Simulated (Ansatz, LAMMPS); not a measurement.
## Glassy 40SiO2-31B2O3-14Al2O3-14K2O (mol %) (137 atoms): a reference run and its variants

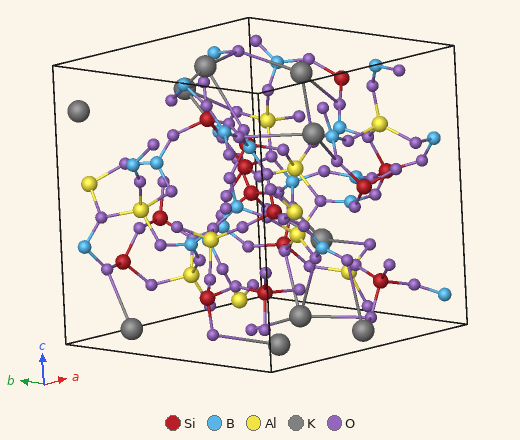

The cell (silicon red, boron blue, aluminium yellow, potassium grey, oxygen purple). Bonds to atoms that aren't drawn are left out. Some periodic images of atoms are drawn too.

Density of this cell: 2.32 g/cm³. The cell holds 137 atoms: 14 Si, 22 B, 10 Al, 10 K and 81 O. Its edges and angles: a = 12.279 Å, b = 12.279 Å, c = 12.279 Å, α = 90.0°, β = 90.0°, γ = 90.0°. 137 atoms (14 Si, 22 B, 10 Al, 10 K, 81 O) placed at random at 2.3 g/cm³, melted at 3000 K for 20 ps at fixed volume with the Buckingham and Coulomb pair potential of Guillot and Sator (Geochim. Cosmochim. Acta 71, 1249 (2007)) with the boron terms of Wang et al. (J. Non-Cryst. Solids 498, 294 (2018)). Quenched from 3000 K to 300 K at 100 K/ps and fixed volume, held 10 ps at zero pressure, then minimised at fixed cell.

Geometry: as built.

Reference run: Kohn-Sham DFT, PBE, PAW (set soft_2), plane waves (Ansatz 0.2.0), cutoff 420 eV, Γ point, fermi-dirac smearing of 0.025 eV.

| Item | Value |
| --- | --- |
| r.m.s. force component | 0.9597 eV/Å |
| pressure | 0.03004 GPa |
| gap (highest filled to lowest empty level) | 1.232 eV |
| SCF cycles | 11 |
| time | 44 s on 4 threads of Arm Neoverse V2, shared host |

**Question.** The same geometry is run again with each of these changes. How far do the results move, and how long does each run take?
- support functions medium
- support functions low
- support functions medium, radius 3.49 Å
- support functions medium, radius 3.78 Å

Each row is set against the plane-wave reference (Kohn-Sham DFT, PBE, PAW (set soft_2), plane waves; r.m.s. force component 0.960 eV/Å). Energies are set beside the reference only for runs with its functional, potentials and electron count. Times are for 4 threads of Arm Neoverse V2, shared host. The reference's time includes the DOS, the stress and grids, which some other runs skip.

```
                                    run  Δ force, r.m.s. (meV/Å)  share of r.m.s. force (%)  Δ energy (meV/atom)  Δ gap (eV)  cycles     time  host memory (GiB)
                              reference                        -                          -                    -           -      11     44 s                2.8
               support functions medium                     1.25                       0.13                -4.70     -0.0016      15  2.6 min                5.2
                  support functions low                     1.28                      0.133                -4.69     -0.0015      13  2.3 min                5.2
support functions medium, radius 3.49 Å                     1.32                      0.137                -4.70     -0.0023      15  2.5 min                5.0
support functions medium, radius 3.78 Å                     1.18                      0.123                -4.69     -0.0011      15    3 min                5.5
```

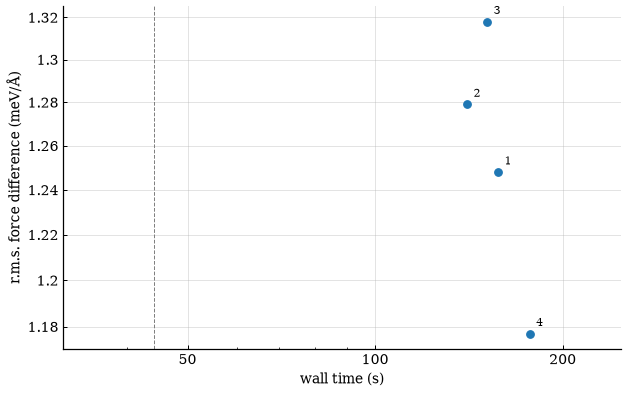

Force difference from the reference against wall time; the dashed line marks the reference's time. Points: 1 support functions medium; 2 support functions low; 3 support functions medium, radius 3.49 Å; 4 support functions medium, radius 3.78 Å.

Among numerical settings the force difference runs from 1.2 meV/Å (support functions medium, radius 3.78 Å) to 1.3 meV/Å (support functions medium, radius 3.49 Å). At 137 atoms the fastest of the runs at a preset level, support functions low, takes roughly 3.2 times the time of plane waves (whose run also made extra analyses, so the like-for-like ratio is larger), in 13 SCF cycles against 11. Differences between support functions and plane waves include what basis error the plane-wave run still has. The force difference hardly changes among these support-function runs, which points to the basis of the plane-wave reference as its main source. 

[Logs are printed without paths, hosts, clocks, repeated set-up lines and the standing remarks that a program may print on its own settings, such as how far it seeks lower states.]

[Hosts, paths, dates, database ids (printed as entryN), source tags and the programs' standing remarks are cut or masked in the printed files.]
